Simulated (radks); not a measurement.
System: the neutral oxygen atom, configuration [He] 2s2 2p4 (high spin). Theory: non-relativistic Kohn-Sham, Slater X-alpha with alpha = 1.006, spin-polarised, spherical densities, point nucleus (computed with the in-house radial solver radks).

```
Z 8
configuration [He] 2s2 2p4
relativity non-relativistic
functional xalpha 1.006
spin polarised
nucleus point
```

Wanted: the number of electrons inside radius r (solid) and the radial density 4πr²ρ (dashed).

The count levels off at 8 electrons. Half of them lie within 0.817 bohr, 90 % within 1.76 bohr and 99 % within 2.93 bohr. The radial density has a minimum at 0.406 bohr, where the count stands at 2.2; this parts the shells that the density resolves.

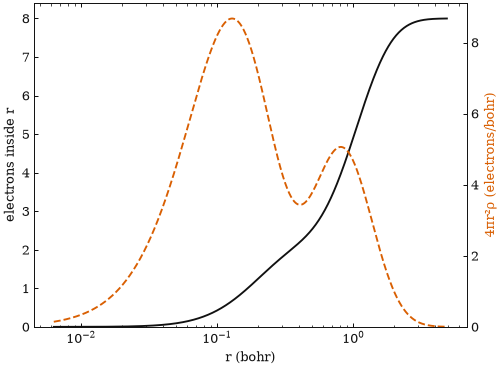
